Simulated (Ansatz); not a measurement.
**What KVSe3 in P4mm, a phase reached by a soft mode distorts into**

Wanted: the energy along a soft mode of KVSe3 in P4mm, a phase reached by a soft mode and the structure at the end.

Program: Ansatz 0.2.0. Level of theory: DFT PBEsol, scalar-relativistic, plane waves, PAW; PAW set soft_1. Results are calculated unless marked as measured.

The structure was built from a prototype and need not be the compound's stable phase.

## Step 1: The structure

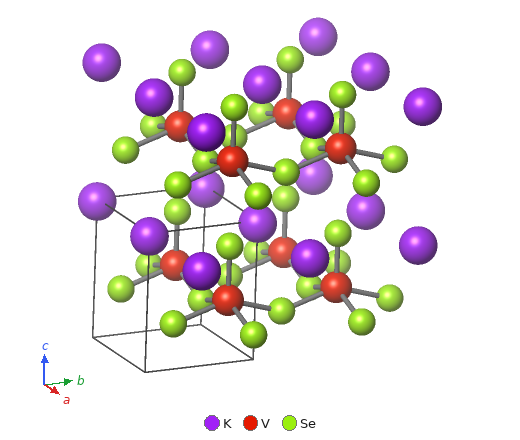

The cell as given, slightly off an axis (potassium purple, vanadium red, selenium green). 2×2×2 cells are drawn. Some periodic images of atoms are drawn too.

## Step 2: Linear response at the zone centre

This phase was reached earlier by freezing in an unstable mode of a structure of higher symmetry and relaxing. Its zone-centre modes can show that it is still unstable.

File input.yaml:

```yaml
crystal:
  lattice:
    - [4.6636674864, 0.0, 0.0]
    - [0.0, 4.6636674864, 0.0]
    - [0.0, 0.0, 5.6622121893]
  atoms:
    - { symbol: K, position: [0.0, 0.0, 0.9797117282] }
    - { symbol: V, position: [0.5, 0.5, 0.6001800971] }
    - { symbol: Se, position: [0.5, 0.0, 0.4754561654] }
    - { symbol: Se, position: [0.5, 0.5, 0.9877865941] }
    - { symbol: Se, position: [0.0, 0.5, 0.4754561654] }
kpoints:
  mp_grid: { grid: [8, 8, 6] }
hamiltonian:
  xc: pbesol
  pseudopotentials: { kind: paw, azcp: { folder: soft_1 }, xc_functional: pbe }
scf:
  occupations: { method: methfessel_paxton, width: 0.2 }
output:
  eigenvalues: true
phonons:
  method: dfpt
```

Started as:

```
ansatz run input.yaml --threads 8 --pin off --max-ram 16384MiB --backend cpu --events-out ev --progress --plain --runs-dir out
```

Numbers of over 12 decimals in the logs are rounded to 6 here.

What it wrote:

```text
zone centre: on kpoints.mp_grid the ground state, and the responses unless they are solved on pairs of k-points, stand on 100 of the mesh's 384 k-points, reduced under 4 symmetry operations, with k and −k counted as one. Each operation leaves every solved displacement unchanged or reverses it
Engine: ansatz 0.2.0, aarch64-unknown-linux-gnu
Pseudopotentials: kind: paw
Pseudopotential: K, paw, valence charge 9, recommended cutoff 420 eV (normal), soft_1/K.paw.azcp
Pseudopotential: V, paw, valence charge 13, recommended cutoff 420 eV (normal), soft_1/V.paw.azcp
Pseudopotential: Se, paw, valence charge 16, recommended cutoff 420 eV (normal), soft_1/Se.paw.azcp
Functional definition: PBEsol
  exchange = pbesol_x
  correlation = pbesol_c
Crystal: 5 atoms, lattice volume = 123.152 Å³
Basis set: ecut = 420 eV, 2411 PW (Γ), exchange–correlation on 64×64×80 points (8 copies of the dense FFT grid, shifted against one another)
Bands: 42, of which v1, the nominal top of the filled ones, is band 35 counted from 1 (34 counted from 0)
Symmetry: 8 space group operations
k-points: 100 of 384 (irreducible under 4 space group operations, time reversal used)
Non-local potential: K, projectors of the file, l = 0: 3, l = 1: 2, l = 2: 2
Non-local potential: V, projectors of the file, l = 0: 3, l = 1: 2, l = 2: 3, l = 3: 1
Non-local potential: Se, projectors of the file, l = 0: 2, l = 1: 2, l = 2: 3, l = 3: 1
PAW form: soft (Blöchl's): semilocal exchange-correlation on the pseudo side does not see the compensation charge
PAW frozen core: K, regenerated for the run's functional, and the local potential with it (the file was generated under x = pbe(κ = 0.804, μ = 0.219515), c = pbe(β = 0.066725))
PAW frozen core: V, regenerated for the run's functional, and the local potential with it (the file was generated under x = pbe(κ = 0.804, μ = 0.219515), c = pbe(β = 0.066725))
PAW frozen core: Se, regenerated for the run's functional, and the local potential with it (the file was generated under x = pbe(κ = 0.804, μ = 0.219515), c = pbe(β = 0.066725))
PAW one-centre angular grid: K, 110 points (default); XC on 64 Gauss nodes
PAW one-centre angular grid: V, 590 points (default); XC on 64 Gauss nodes
PAW one-centre angular grid: Se, 590 points (default); XC on 64 Gauss nodes
Initial density: superposition of atomic densities (chi_scale 0.1, normalization cell, long waves kept (reshape's long-wave potential 0.01 eV rms))
Initial wavefunctions: pseudopotential atomic-orbital guess
Functional: x = pbesol(κ = 0.804, μ = 0.123457), c = pbesol(β = 0.046)
SCF iter   1: F=—  HF=-20683.751415 eV  |F-HF|=—  |Δ(HF+E_count)|=         —  Δρ=2.09e-1  dr2=9.56e1  ethr=3.10e-3  ⟨swp⟩=7.3  Hψ=15843  notcnv=0
preconditioner: auto → Kerker (q_TF=auto, 2.483 Å⁻¹)  [metal: Δε(μ)=0.017 eV  Ē_g=9.281 eV  σ=0.200 eV  W_gap=0.07  n_scr=28 (ndim 8)  ℏωp=18.3 eV  f_vac=0.001  D(μ)=4.62/eV (n_scr^D=36)]
SCF iter   2: F=—  HF=-20678.787237 eV  |F-HF|=—  |Δ(HF+E_count)|=    4.96e0  S|Δr|=    0.00e0  Δρ=7.80e-2  dr2=1.62e1  ethr=3.10e-3  ⟨swp⟩=3.0  Hψ=7421  notcnv=0  defer=68
SCF iter   3: F=—  HF=-20677.393942 eV  |F-HF|=—  |Δ(HF+E_count)|=    1.39e0  S|Δr|=    0.00e0  Δρ=1.20e-2  dr2=4.00e-1  ethr=3.10e-3  ⟨swp⟩=2.9  Hψ=6411  notcnv=0  defer=68
SCF iter   4: F=—  HF=-20677.323346 eV  |F-HF|=—  |Δ(HF+E_count)|=   7.06e-2  S|Δr|=    0.00e0  Δρ=5.61e-3  dr2=1.11e-1  ethr=5.72e-4  ⟨swp⟩=2.5  Hψ=5558  notcnv=0  defer=31
SCF iter   5: F=—  HF=-20677.296057 eV  |F-HF|=—  |Δ(HF+E_count)|=   2.73e-2  S|Δr|=    0.00e0  Δρ=2.51e-3  dr2=2.48e-2  ethr=1.58e-4  ⟨swp⟩=2.0  Hψ=5255  notcnv=0  defer=31
SCF iter   6: F=—  HF=-20677.290543 eV  |F-HF|=—  |Δ(HF+E_count)|=   5.51e-3  S|Δr|=    0.00e0  Δρ=1.14e-3  dr2=3.37e-3  ethr=3.54e-5  ⟨swp⟩=2.1  Hψ=5605  notcnv=0  defer=29
SCF iter   7: F=—  HF=-20677.289810 eV  |F-HF|=—  |Δ(HF+E_count)|=   7.33e-4  S|Δr|=    0.00e0  Δρ=3.74e-4  dr2=4.70e-4  ethr=4.81e-6  ⟨swp⟩=2.0  Hψ=7091  notcnv=0  defer=29
SCF iter   8: F=—  HF=-20677.289631 eV  |F-HF|=—  |Δ(HF+E_count)|=   1.79e-4  S|Δr|=    0.00e0  Δρ=2.11e-4  dr2=1.21e-4  ethr=6.71e-7  ⟨swp⟩=2.0  Hψ=7471  notcnv=0  defer=29
SCF iter   9: F=—  HF=-20677.289636 eV  |F-HF|=—  |Δ(HF+E_count)|=   4.70e-6  S|Δr|=    0.00e0  Δρ=8.13e-5  dr2=1.74e-5  ethr=1.73e-7  ⟨swp⟩=2.0  Hψ=7248  notcnv=0  defer=29
SCF iter  10: F=—  HF=-20677.289640 eV  |F-HF|=—  |Δ(HF+E_count)|=   4.14e-6  S|Δr|=    0.00e0  Δρ=2.89e-5  dr2=1.63e-6  ethr=2.48e-8  ⟨swp⟩=2.0  Hψ=7583  notcnv=0  defer=29
SCF iter  11: F=—  HF=-20677.289640 eV  |F-HF|=—  |Δ(HF+E_count)|=   6.50e-7  S|Δr|=    0.00e0  Δρ=1.12e-5  dr2=2.74e-7  ethr=2.32e-9  ⟨swp⟩=2.0  Hψ=7599  notcnv=0  defer=29
SCF iter  12: F=—  HF=-20677.289640 eV  |F-HF|=—  |Δ(HF+E_count)|=   5.13e-8  S|Δr|=    0.00e0  Δρ=6.29e-6  dr2=1.15e-7  ethr=3.91e-10  ⟨swp⟩=2.0  Hψ=7536  notcnv=0  defer=29
SCF iter  13: F=—  HF=-20677.289640 eV  |F-HF|=—  |Δ(HF+E_count)|=   1.19e-8  S|Δr|=    0.00e0  Δρ=3.04e-6  dr2=2.84e-8  ethr=1.65e-10  ⟨swp⟩=2.0  Hψ=7451  notcnv=0  defer=29
SCF iter  14: F=—  HF=-20677.289640 eV  |F-HF|=—  |Δ(HF+E_count)|=   2.66e-9  S|Δr|=    0.00e0  Δρ=1.40e-6  dr2=4.37e-9  ethr=4.06e-11  ⟨swp⟩=2.0  Hψ=5629  notcnv=0  defer=29
SCF iter  15: F=—  HF=-20677.289640 eV  |F-HF|=—  |Δ(HF+E_count)|=  3.64e-12  S|Δr|=    0.00e0  Δρ=5.70e-7  dr2=6.28e-10  ethr=6.25e-12  ⟨swp⟩=2.0  Hψ=5642  notcnv=0  defer=29
SCF iter  16: F=—  HF=-20677.289640 eV  |F-HF|=—  |Δ(HF+E_count)|=  9.09e-11  S|Δr|=    0.00e0  Δρ=2.69e-7  dr2=1.32e-10  ethr=1.00e-12  ⟨swp⟩=2.0  Hψ=7283  notcnv=0  defer=29
SCF iter  17: F=—  HF=-20677.289640 eV  |F-HF|=—  |Δ(HF+E_count)|=  2.91e-11  S|Δr|=    0.00e0  Δρ=1.07e-7  dr2=3.42e-11  ethr=1.00e-12  ⟨swp⟩=2.0  Hψ=5457  notcnv=0  defer=29
SCF iter  18: F=-20677.289640 eV  HF=-20677.289640 eV  |F-HF|=1.09e-11  |Δ(HF+E_count)|=  7.28e-12  S|Δr|=    0.00e0  Δρ=6.17e-8  dr2=6.92e-12  ethr=1.00e-12  ⟨swp⟩=8.0  Hψ=20711  notcnv=0
SCF 1 converged in 18 iterations: F = -20677.289640 eV  dr2 = 6.92e-12
  greatest PAW one-centre occupation: 1.000 electrons in one spin orbital (limit 2), on the Se atom at site 4 (counted from 0), in its partial waves of l = 2
DFPT response loops at Γ: preconditioner auto → Kerker (q_TF=auto, 2.483 Å⁻¹) (partly filled bands, converged f_vac=0.034); β = 1.00, the filter's whole step (`scf.mixing.beta` (0.50) is not read by the response loops under this deck's `scf.mixing.preconditioner`; to damp them name `kerker` or `kerker_dos`, under which they read `scf.mixing.beta`, and type it under 1.00, their step now; both keys bind the ground state too); Broyden in place of MSR1
SCF converged after 18 iterations
Stability not checked: this state was not tested for a lower state beside it, because cold or Methfessel-Paxton smearing, or corrected tetrahedra, fill the levels in a way that the test cannot read (fill_not_monotonic; see scf.lower_state_search)
Free energy (F): -20677.289640 eV
Harris-Foulkes:  -20677.289640 eV  (|F-HF|=1.09e-11)
Internal energy: -20677.303335 eV  (E = F + TS)
E sigma→0 (E₀):  -20677.293064 eV
Entropy (-TS):   0.013694 eV (2.739 meV/atom)
Fermi energy:    7.661354 eV
--- Per-component energies (eV) ---
  E_band       = -1523.503663
  E_kinetic    = 882.627962
  E_local      = -10690.696798  (includes V_loc(G=0)·N_el)
  E_nonlocal   = -961.736534
  E_hartree    = 5317.891149
  E_xc         = -501.150430
  E_vxc        = -579.542531  (∫ρ·V_xc dr)
  E_paw        = -8120.090444  (= ΣΔE_a)
  E_vpaw       = -809.938077  (= ΣTr[D̂ρ^β])
  E_aug_tail   = -0.000039  (compensation charges beyond the density's cutoff)
  E_ewald      = -6607.431122
  E_core_change = 3.282920  (= ΣΔE_core)
  E_smearing   = 0.013694  (= −TS)
  E_closure    = 0.000000  (closes the sum)
  Σ components = -20677.289640   (vs F -20677.289640, Δ=0.00e0)
--- Band table (eV; the first three rows and the last of 100) ---
  k-point 0: bands = [... 31 lower, 5.4770, 5.7221, 6.9021, 7.1749, 7.1749, 8.9836, 8.9836, 9.1565, ... 3 higher]
  k-point 1: bands = [... 31 lower, 5.3402, 5.6636, 6.9048, 7.1848, 7.1848, 8.9482, 8.9482, 9.1107, ... 3 higher]
  k-point 2: bands = [... 31 lower, 5.2040, 5.5527, 6.9102, 7.2092, 7.2092, 8.8762, 8.8762, 9.0437, ... 3 higher]
  k-point 99: bands = [... 31 lower, 4.4819, 7.1425, 7.1425, 7.8298, 7.8298, 8.1137, 8.7444, 9.1448, ... 3 higher]
--- Phonons (Γ-DFPT): 9 representative perturbations + reference, on 100 of 384 k-points (Σ response iterations 29) ---
  k mesh reduced under 4 symmetry operations, with k and −k counted as one. Each operation leaves every solved displacement unchanged or reverses it
  ASR residual: 4.449e-5 → 0.000e0 eV/Å²; symmetrization residual: 6.622e-6 eV/Å²
  ASR residual per site (eV/Å²): 4.40e-6 2.98e-5 4.45e-5 1.12e-5 4.45e-5
  Γ frequencies (cm⁻¹): -77.38 -77.38 0.00 0.00 0.00 63.64 71.40 86.28 86.28 133.00 133.40 133.40 229.52 229.52 375.93
  non-analytic LO–TO correction: not included (Born effective charges unavailable; polar crystals: no LO–TO splitting at Γ)
```

The job ended after 76 s (8 threads of Arm Neoverse V2, shared host; peak memory 2 GiB; 9.3 min of CPU time).

Numbers from this step:

```
volume per atom                                         : 24.63 Å³
gap on the k-mesh                                       : 0 eV
sum-rule residual before enforcement                    : 4.45e-5 eV/Å²
point group                                             : 4mm
highest optical mode at the zone centre (no LO-TO term) : 375.9 cm⁻¹
lowest optical zone-centre mode                         : -77.38 cm⁻¹
```

Patterns of degenerate modes are one choice out of their space. The modes at Γ (shares of kinetic energy by element, %) (negative means imaginary):

| mode | frequency (cm⁻¹) | symmetry | K % | V % | Se % |
| --- | --- | --- | --- | --- | --- |
| 1 | -77.4 | E | 1 | 28 | 71 |
| 2 | -77.4 | E | 1 | 28 | 71 |
| 3 | 0.0 | acoustic | 12 | 16 | 72 |
| 4 | 0.0 | acoustic | 12 | 16 | 72 |
| 5 | 0.0 | acoustic | 12 | 16 | 72 |
| 6 | 63.6 | A1 | 88 | 3 | 10 |
| 7 | 71.4 | B1 | 0 | 0 | 100 |
| 8 | 86.3 | E | 30 | 23 | 48 |
| 9 | 86.3 | E | 30 | 23 | 48 |
| 10 | 133.0 | A1 | 0 | 19 | 81 |
| 11 | 133.4 | E | 57 | 1 | 41 |
| 12 | 133.4 | E | 57 | 1 | 41 |
| 13 | 229.5 | E | 0 | 32 | 68 |
| 14 | 229.5 | E | 0 | 32 | 68 |
| 15 | 375.9 | A1 | 0 | 63 | 37 |

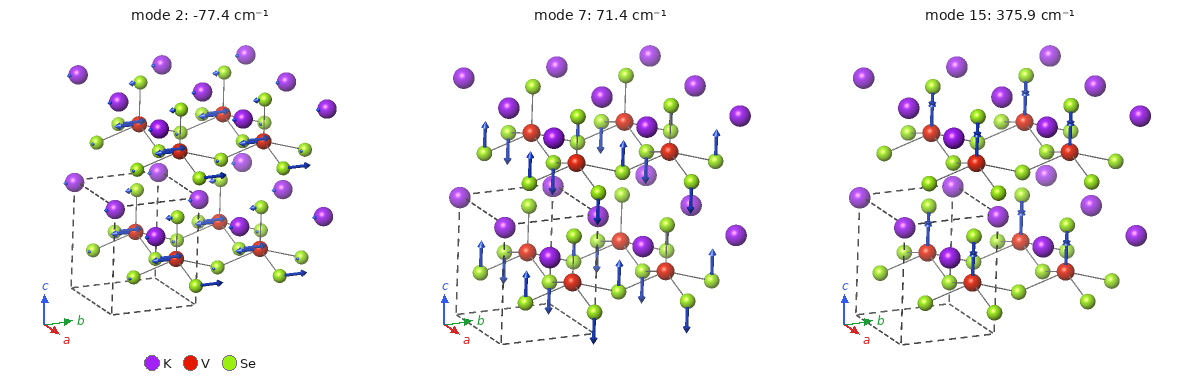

Displacement patterns of modes 2, 7 and 15 at Γ; arrows are exaggerated. 2×2×2 cells are drawn. Some periodic images of atoms are drawn too.

Before it was imposed, the acoustic sum rule was missed by 4.4e-5 eV/Å². Small misses are needed for a sound result but don't prove that mesh and cutoff are converged. The lowest optical mode is imaginary, 77.4i cm⁻¹, so the energy falls along it.

## Step 3: The mode frozen in, largest atomic shift 0 Å

The mode followed lies at Γ with frequency 77.4i cm⁻¹ and is 2-fold degenerate, the softest among the wavevectors solved. At small amplitude the distorted cell has space group no. 6 by a symmetry search on the positions. The undistorted cell that holds it gives the zero of energy on the same k mesh.

Edit input.yaml of step 2 so:

```diff
@@ -19,4 +19,4 @@
 output:
+  forces: true
+  stress: true
   eigenvalues: true
-phonons:
-  method: dfpt
```

What it wrote:

```text
[...]
Crystal: 5 atoms, lattice volume = 123.152 Å³
Basis set: ecut = 420 eV, 2411 PW (Γ), exchange–correlation on 64×64×80 points (8 copies of the dense FFT grid, shifted against one another)
Bands: 42, of which v1, the nominal top of the filled ones, is band 35 counted from 1 (34 counted from 0)
Symmetry: 8 space group operations
[...]
k-points: 60 of 384 (time reversal used)
[...]
k-point 0: bands = [... 31 lower, 5.4770, 5.7221, 6.9021, 7.1749, 7.1749, 8.9836, 8.9836, 9.1565, ... 3 higher]
  k-point 1: bands = [... 31 lower, 5.3402, 5.6636, 6.9048, 7.1848, 7.1848, 8.9482, 8.9482, 9.1107, ... 3 higher]
  k-point 2: bands = [... 31 lower, 5.2040, 5.5527, 6.9102, 7.2092, 7.2092, 8.8761, 8.8761, 9.0437, ... 3 higher]
  k-point 59: bands = [... 31 lower, 4.4819, 7.1425, 7.1425, 7.8298, 7.8298, 8.1137, 8.7445, 9.1448, ... 3 higher]
[key lines of the parts left out:]
SCF converged after 13 iterations
Free energy (F): -20677.289640 eV
Fermi energy:    7.661351 eV
P = ⅓ Tr σ = -0.0019 GPa (-0.019 kbar)
```

Run time: 4.6 s. Hardware: 8 threads; peak memory 0.62 GiB; 35 s of CPU time.

This step gave:

- pressure: -0.001887 GPa
- energy from the undistorted cell: 0 meV/atom

The run ends at a pressure of 0.00 GPa, with forces up to 5.3e-4 eV/Å.

## Step 4: The mode frozen in, largest atomic shift 0.22 Å

The atoms are moved along the unstable eigenvector, the largest shift by 0.22 Å, with the cell fixed.

input.yaml, the sections that differ from step 3:

```yaml
crystal:
  lattice:
    - [4.6636674864, 0.0, 0.0]
    - [0.0, 4.6636674864, 0.0]
    - [0.0, 0.0, 5.6622121893]
  atoms:
    - { symbol: K, position: [0.0, 0.0082495376, 0.9797117282] }
    - { symbol: V, position: [0.5, 0.5389172768, 0.6001800971] }
    - { symbol: Se, position: [0.5, 0.0039427359, 0.4754561654] }
    - { symbol: Se, position: [0.5, 0.5140419093, 0.9877865941] }
    - { symbol: Se, position: [0.0, 0.4528268255, 0.4754561654] }
# kpoints, hamiltonian, scf, output: as in step 3
```

What it wrote:

```text
[...]
Crystal: 5 atoms, lattice volume = 123.152 Å³
Basis set: ecut = 420 eV, 2411 PW (Γ), exchange–correlation on 64×64×80 points (8 copies of the dense FFT grid, shifted against one another)
Bands: 42, of which v1, the nominal top of the filled ones, is band 35 counted from 1 (34 counted from 0)
Symmetry: 2 space group operations
[...]
k-points: 130 of 384 (time reversal used)
[...]
k-point 0: bands = [... 31 lower, 5.4738, 5.7309, 6.3809, 6.9632, 7.6451, 9.0306, 9.1894, 9.2445, ... 3 higher]
  k-point 1: bands = [... 31 lower, 5.3483, 5.6749, 6.3774, 6.9733, 7.6816, 8.9389, 9.2008, 9.2503, ... 3 higher]
  k-point 2: bands = [... 31 lower, 5.2523, 5.5754, 6.3716, 7.0044, 7.7589, 8.8342, 9.1094, 9.2552, ... 3 higher]
  k-point 129: bands = [... 31 lower, 4.7175, 6.9918, 7.0983, 7.8237, 7.8763, 8.1800, 8.7776, 9.2053, ... 3 higher]
[key lines of the parts left out:]
SCF converged after 12 iterations
Free energy (F): -20677.328825 eV
Fermi energy:    7.711437 eV
P = ⅓ Tr σ = 0.1620 GPa (1.620 kbar)
```

It took 9 s on 8 threads; peak memory 0.81 GiB; 69 s of CPU time.

This step gave:

```
pressure                         : 0.1620 GPa
energy from the undistorted cell : -7.179 meV/atom
```

The energy, extrapolated to zero smearing, is -7.18 meV/atom against the undistorted cell.

The run ends at a pressure of 0.16 GPa, with forces up to 0.25 eV/Å.

## Step 5: Energy along the mode, all amplitudes (two of the runs are shown above)

An imaginary frequency means negative curvature, so the energy should fall and then rise again as anharmonic terms take over.

This step gave:

```yaml
depth_at_the_lowest_point_sampled: 7.179 meV/atom
largest_atomic_shift_at_that_point: 0.22 Å
```

The energy from the parent by largest atomic shift:

| largest atomic shift (Å) | energy from the parent (meV/atom) |
| --- | --- |
| 0.000 | 0 |
| 0.040 | -0.361 |
| 0.080 | -1.37 |
| 0.140 | -3.64 |
| 0.220 | -7.18 |
| 0.320 | -4.56 |
| 0.450 | 39.4 |

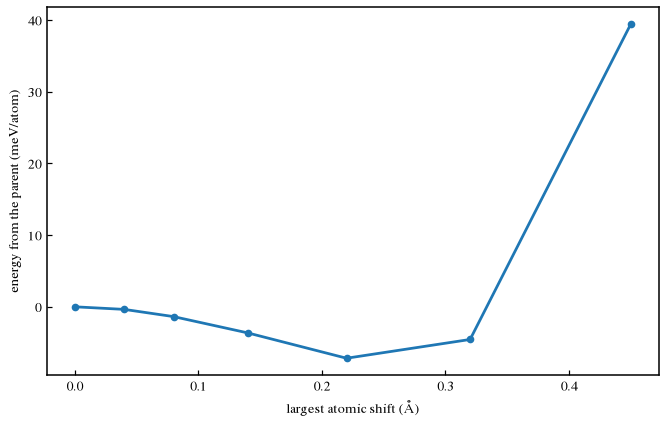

Energy from the parent against largest atomic shift.

Displacement at unit largest shift by atom:

| atom | x (Å) | y (Å) | z (Å) | size |
| --- | --- | --- | --- | --- |
| K1 | 0.00 | 0.17 | 0.00 | 0.17 |
| V2 | 0.00 | 0.82 | 0.00 | 0.82 |
| Se3 | 0.00 | 0.08 | 0.00 | 0.08 |
| Se4 | 0.00 | 0.30 | 0.00 | 0.30 |
| Se5 | 0.00 | -1.00 | 0.00 | 1.00 |

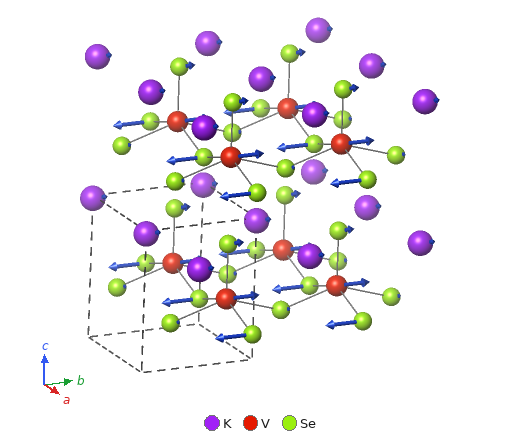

Displacement at unit largest shift as arrows, the longest 1 Å. 2×2×2 cells are drawn. Some periodic images of atoms are drawn too.

The lowest of the steps tried is at 0.22 Å, 7.18 meV/atom below the parent; the bottom of the well need not coincide with a step.

[end of part 1 of 3]

[Logs are printed without paths, hosts, clocks, repeated set-up lines and the standing remarks that a program may print on its own settings, such as how far it seeks lower states.]

[Hosts, paths, dates, database ids (printed as entryN), source tags and the programs' standing remarks are cut or masked in the printed files.]
